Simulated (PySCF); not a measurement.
C4H12N2Si: excited-state calculation

System: C4H12N2Si.
Method: TDDFT CAM-B3LYP/def2-SVPD, vertical, gas phase, core orbitals frozen in the response (PySCF 2.14.0).

The geometry comes from this level: GFN2-xTB. It belongs to a series of runs on one base structure; here: H replaced by SiH3.

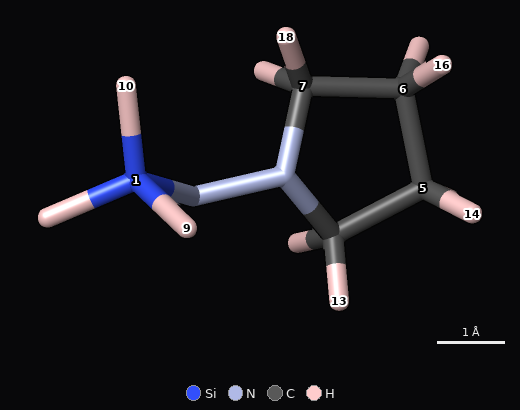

Fig. 1: The structure as given in the input (stick view, seen at a tilt; atoms are numbered from 1 in the order of the input). Bond lengths as drawn: C–C 1.53 to 1.54 Å, C–H 1.09 to 1.11 Å, C–N 1.46 Å, H–N 1.02 Å, H–Si 1.46 to 1.47 Å, N–N 1.40 Å and N–Si 1.72 Å.

Key numbers

- outcome: converged
- total energy: −558.206711 hartree
- HOMO: −7.94 eV
- LUMO: 1.20 eV
- dipole moment: 1.69 D
- mean polarisability: 88.96 a.u.
- lowest singlet excitation: 6.12 eV
- hardware: 1 CPU thread, shared host
- wall time: 63 s
- peak memory: 1.1 GiB

The input
```
{"job": {"kind": "uv", "xc": "CAM-B3LYP", "basis": "def2-SVPD", "nstates": 8, "ntriplets": 3}, "charge": 0, "multiplicity": 1}
Si     2.926805     0.179739     0.113346
N      1.461284    -0.685832    -0.142372
N      0.279173     0.026650    -0.369035
C     -0.622384    -0.664853    -1.278076
C     -1.947825     0.080829    -1.120715
C     -1.870540     0.717092     0.282195
C     -0.510663     0.280369     0.826646
H      3.936935    -0.877122     0.166129
H      3.057838     1.074781    -1.030188
H      2.988400     0.964437     1.358188
H      1.307340    -1.583133     0.320957
H     -0.731187    -1.725863    -0.989136
H     -0.219438    -0.623288    -2.290357
H     -2.040721     0.852231    -1.882911
H     -2.795362    -0.596130    -1.216127
H     -1.918083     1.802373     0.211527
H     -2.680178     0.382239     0.928701
H     -0.022639     1.043420     1.434767
H     -0.608559    -0.638689     1.434371
```

The first line tells a small driver script what to run in PySCF; the rest is the geometry in Å.

Run as:
```bash
OMP_NUM_THREADS=1 python <driver script> task.json out
```

The program's output
```
coarse grid: 15536 points
cycle   1  E = -558.0925934433  dE =  8.807e-01  |g| = 3.397e-01  |ddm| = 6.816e+00
cycle   2  E = -558.1081809405  dE = -1.559e-02  |g| = 2.662e-01  |ddm| = 1.284e+00
cycle   3  E = -558.1234970233  dE = -1.532e-02  |g| = 6.219e-02  |ddm| = 5.408e-01
cycle   4  E = -558.1242870211  dE = -7.900e-04  |g| = 2.028e-02  |ddm| = 1.240e-01
cycle   5  E = -558.1243783201  dE = -9.130e-05  |g| = 6.134e-03  |ddm| = 5.226e-02
cycle   6  E = -558.1243876267  dE = -9.307e-06  |g| = 9.996e-04  |ddm| = 1.547e-02
final grid: 143208 points
cycle   7  E = -558.2067067957  dE = -3.697e-05  |g| = 4.019e-03  |ddm| = 1.058e-01
cycle   8  E = -558.2067072068  dE = -4.112e-07  |g| = 3.926e-03  |ddm| = 1.700e-02
cycle   9  E = -558.2067110086  dE = -3.802e-06  |g| = 2.237e-04  |ddm| = 6.040e-03
cycle  10  E = -558.2067110149  dE = -6.321e-09  |g| = 1.899e-04  |ddm| = 1.044e-03
cycle  11  E = -558.2067110227  dE = -7.826e-09  |g| = 2.605e-05  |ddm| = 3.263e-04
cycle  12  E = -558.2067110229  dE = -1.869e-10  |g| = 3.737e-06  |ddm| = 9.475e-05
```

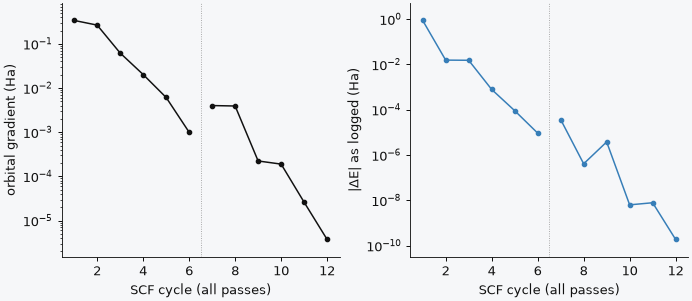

Fig. 2: Convergence of the self-consistent field: orbital gradient and size of the energy change against the SCF cycle. The dotted line marks the change from a coarse to the final integration grid. The first 6 cycles use a coarse grid, the final grid takes over at cycle 7, and the field converges after 12 cycles in all.

```
converged SCF energy = -558.2067110229

Static polarisability (au): isotropic 88.962, principal 79.215 84.338 103.334

Singlet excitations
state   eV       nm        f      main configurations
  1   6.1184    202.6   0.01693   H->L 0.64, H-1->L 0.19
  2   6.4364    192.6   0.01890   H-1->L 0.57, H->L 0.27
  3   6.9356    178.8   0.02273   H->L+1 0.79
  4   7.1758    172.8   0.00910   H->L+2 0.39, H-1->L+2 0.12, H->L+5 0.09
  5   7.2135    171.9   0.06434   H->L+4 0.43, H->L+2 0.13, H->L+3 0.10
  6   7.2768    170.4   0.01185   H-1->L+1 0.29, H->L+3 0.17, H->L+5 0.13
  7   7.4435    166.6   0.01470   H->L+3 0.47, H->L+4 0.27
  8   7.5269    164.7   0.02513   H-1->L+4 0.45, H-1->L+5 0.14, H-1->L+3 0.10

Triplet excitations (Tamm-Dancoff, eV): 5.8343 6.1418 6.7710
```

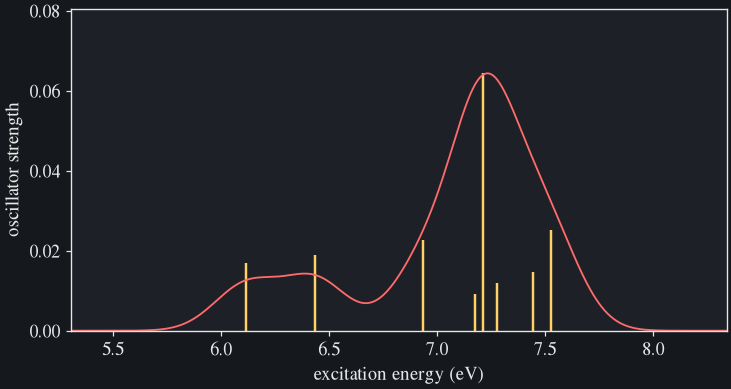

Fig. 3: Computed excitations as sticks (degenerate states added up, dark ones marked on the axis), with a Gaussian envelope of 0.35 eV full width at half maximum, scaled to the tallest. Of the 8 states the lowest lies at 6.12 eV (f = 0.017); the strongest line is at 7.21 eV, or 172 nm (f = 0.064).

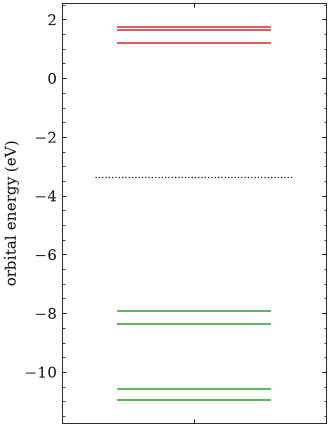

Fig. 4: Orbital energies near the frontier; the dotted line parts filled from empty levels, and levels within 0.02 eV of each other stand side by side. Highest filled −7.94 eV, lowest empty 1.20 eV, 9.14 eV apart.
